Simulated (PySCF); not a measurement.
# SnSe (SMILES [Se][Sn]): levels of theory compared

We compute a comparison of 3 runs (HF/STO-3G, HF/3-21G, SCS-MP2/def2-TZVP) of SnSe. 

The calculation is run with PySCF 2.14.0.

2 further runs of the same task are left out: 2 set aside as unsound or not needed.

## Step 1: The molecule

The species is SnSe (2 atoms), meant as a singlet with charge 0. As SMILES, `[Se][Sn]`. The Se1–Sn2 distance was set to 2.674 Å, away from the relaxed value.

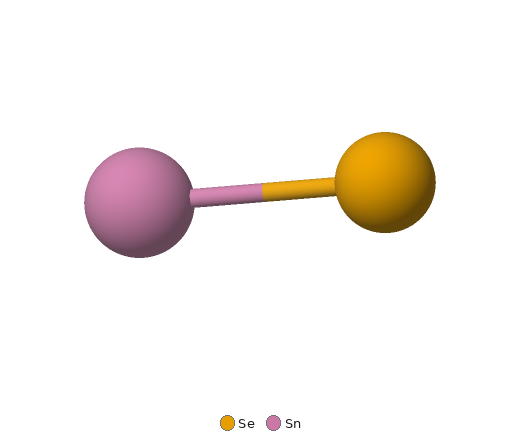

Viewed from a chosen angle; selenium amber, tin pink.

## Step 2: The energy at HF/STO-3G (run 1)

File run.py:

```python
from pyscf import gto, scf

mol = gto.Mole()
mol.atom = '''
Se     0.000000     0.000000    -0.646834
Sn     0.000000     0.000000     4.406482
'''
mol.basis = 'sto-3g'
mol.spin = 0
mol.unit = 'bohr'
mol.verbose = 4
mol.max_memory = 1860
mol.build()

calc0 = scf.RHF(mol)
calc0.conv_tol = 1e-10
calc0.kernel()
if not calc0.converged:
    calc0 = calc0.newton().run(calc0.mo_coeff, calc0.mo_occ)

e_tot = calc0.e_tot
print('Final energy', e_tot)
```

Run with:

```sh
$ OMP_NUM_THREADS=1 python run.py
```

What it wrote:

```text
PySCF version 2.14.0

[... 54 lines left out ...]
converged SCF energy = -8336.80495025472
Final energy -8336.804950254724
```

It took 0.95 s on 1 thread of Arm Neoverse V1, shared host; peak memory 0.12 GiB.

## Step 3: A single-point energy at HF/3-21G (run 2)

File input.py:

```python
from pyscf import gto

system = gto.M(
    atom=[
    ('Se', (0.000000, -0.000000, -0.342290)),
    ('Sn', (-0.000000, 0.000000, 2.331810)),
],
    basis='3-21g',
    max_memory=1860,
    verbose=3,
    charge=0,
)

mf = system.RHF()
mf.conv_tol = 1e-10
mf.kernel()
if not mf.converged:
    mf = mf.newton().run(mf.mo_coeff, mf.mo_occ)

energy = mf.e_tot
print('E(%s) = %.9f' % ('HF', energy))
```

Run with:

```sh
$ OMP_NUM_THREADS=1 python input.py
```

What it wrote:

```text
converged SCF energy = -8384.77924962207
E(HF) = -8384.779249622
```

It took 1.1 s on 1 thread of Arm Neoverse V1, shared host; peak memory 0.12 GiB.

## Step 4: A single-point energy at SCS-MP2/def2-TZVP (core potential) (run 3)

File start.xyz:

```xyz
2

Se     0.000000     0.000000    -0.342290
Sn     0.000000     0.000000     2.331810
```

File run.py:

```python
from pyscf import gto, scf, mp

system = gto.M(
    atom='start.xyz',
    spin=0,
    max_memory=1860,
    basis='def2-tzvp',
    verbose=4,
    ecp={'Sn': 'def2-svp'},
)

mf = scf.RHF(system)
mf.conv_tol = 1e-10
mf.kernel()
if not mf.converged:
    mf = mf.newton().run(mf.mo_coeff, mf.mo_occ)

pt = mp.MP2(mf, frozen=13).run()
e_final = mf.e_tot + 1.2 * pt.e_corr_os + pt.e_corr_ss / 3
print('E = %.10f Eh' % e_final)
```

Run with:

```sh
$ OMP_NUM_THREADS=1 python run.py
```

What it wrote:

```text
PySCF version 2.14.0

[... 62 lines left out ...]
converged SCF energy = -2613.21674459357
[... 1 line left out ...]
******** <class 'pyscf.mp.mp2.RMP2'> ********
nocc = 15, nmo = 85
frozen orbitals 13
E(RMP2) = -2613.78714393634  E_corr = -0.570399342770848
E(SCS-RMP2) = -2613.73747395656  E_corr = -0.520729362985213
E_corr(same-spin) = -0.188942132699775
E_corr(oppo-spin) = -0.381457210071073
E = -2613.7374739566 Eh
```

Wall time 3.9 s (1 thread of Arm Neoverse V1, shared host); peak memory 0.25 GiB.

## Step 5: The series

| run | level | core potential | frozen core orbitals | energy (Eh) | dipole moment (D) of the reference | HOMO energy (eV) | LUMO energy (eV) | wall time |
| --- | --- | --- | --- | --- | --- | --- | --- | --- |
| 1 | HF/STO-3G | – | – | -8336.804950 | 5.14 | -4.50 | 3.55 | 0.95 s |
| 2 | HF/3-21G | – | – | -8384.779250 | 5.25 | -8.14 | -0.62 | 1.1 s |
| 3 | SCS-MP2/def2-TZVP (core potential) | def2-svp | 13 | -2613.737474 | 5.93 | -8.20 | -0.71 | 3.9 s |

## Step 6: Outcome

| quantity | value |
| --- | --- |
| run 3: total energy | -2613.73747 Eh |
| run 3: dipole moment (Hartree–Fock density) | 5.93 D |
| run 3: HOMO energy (Hartree–Fock orbitals) | -8.20 eV |
| run 3: LUMO energy (Hartree–Fock orbitals) | -0.71 eV |
| run 3: HOMO–LUMO gap (Hartree–Fock orbitals) | 7.50 eV |
| run 3: correlation energy (13 core orbitals frozen) | -520.7 mEh |

In words: Some runs of one species differ in core potentials or relativity; totals across that change don't compare. In run 1 the basis is minimal, so the values are rough. In runs 1, 2 relativity is left out where basis or elements ask for it. All runs together took 6 s, the longest 3.9 s.
